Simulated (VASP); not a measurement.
Band structure of AlGa₃N₄ (space group Pm). Calculation: PBEsol GGA, VASP's PBE PAW potentials (set 64) (plane waves; VASP).

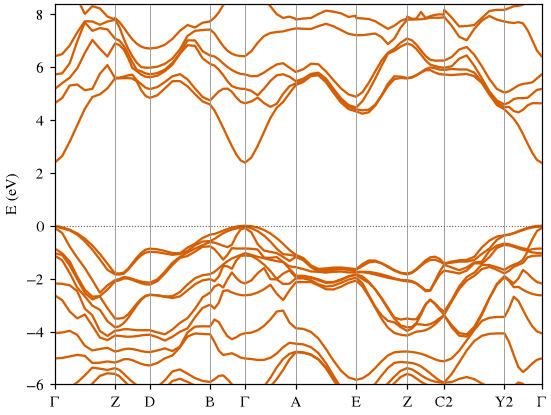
Bands along high-symmetry lines, zero at the valence-band maximum or, without a gap, the Fermi level

Problem. Read the plot: is there a gap, and where are the band edges?

Solution. The gap is direct, 2.38 eV, from the valence maximum at Γ to the conduction minimum at Γ. (Edges off the drawn lines would not show.)

The structure comes from a computed database's AlGa3N4 entry (Pm); how it stands against other phases isn't given here. It was relaxed first.
